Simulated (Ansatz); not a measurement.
## Electronic structure of N2 in real space

Input file:

```
crystal:
  periodic: [false, false, false]
  atoms:
    - {symbol: N, position_ang: [-0.468508, -0.317866, 1.169734]}
    - {symbol: N, position_ang: [0.431987, 0.293181, 1.216279]}
basis:
  gaussian: {orbitals: "def2-TZVPPD.json"}
hamiltonian: {xc: pbe0, dispersion: d4}
output: {orbitals: {seedname: orbitals}}
```

Run with:

```sh
ansatz run in.yaml --threads 2 --pin off --events-out ev --progress --plain --max-ram 5222MiB
```

Geometry: PBE0-D4/def2-TZVPD.

The calculation used RKS PBE0-D4/def2-TZVPPD (Ansatz 0.2.0).

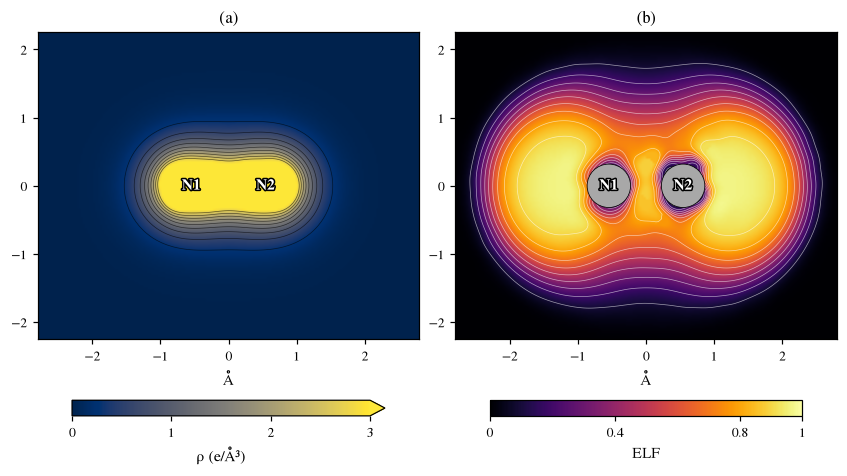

Figure 1. (a) total electron density; (b) ELF on a plane that holds the molecular axis. Grey discs cover the atomic cores in the ELF map.

Describe what can be read from this map.

Answer.
- Atoms in the plane: N.
- N–N (1.09 Å): ρ is about 4.9 e/Å³ halfway; the ELF peaks at about 0.90 between the atoms (a short, multiple covalent bond).
- The ELF also peaks beside N2 and N1, away from the bonds: lone-pair regions.

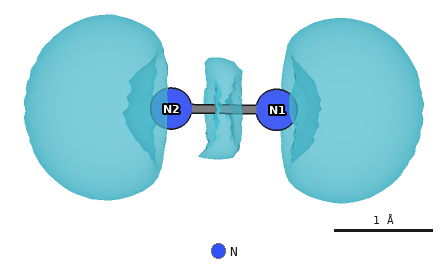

Figure 2. Isosurface of the electron localisation function at 0.8 (cyan), seen from one side. Only the valence region is drawn (cores and ρ < 0.01 e/Å³ removed).

Identify the bonds, lone pairs and shells in this picture.

Answer. The ELF exceeds this value in one region between bonded N–N atoms (shared pairs) and two lobes on N, pointing away from the bonds (lone pairs).

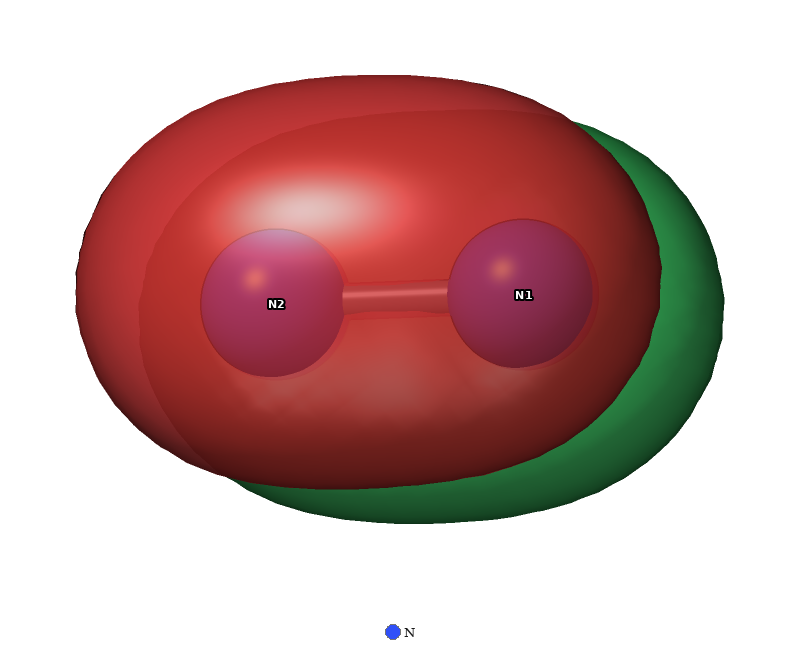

Figure 3. The HOMO−1 at ±0.15 Å⁻³ᐟ² (green and red are the two phases), seen from one side.

Describe this orbital and give its energy.

Answer. By Hirshfeld shares it lies mainly on N1 (about 50 %) and N2 (about 50 %); it vanishes on the molecular axis (π type); it is ungerade (odd under inversion); π-bonding across N1–N2. It is one of a degenerate set, so its orientation is arbitrary. Its energy is −13.25 eV.
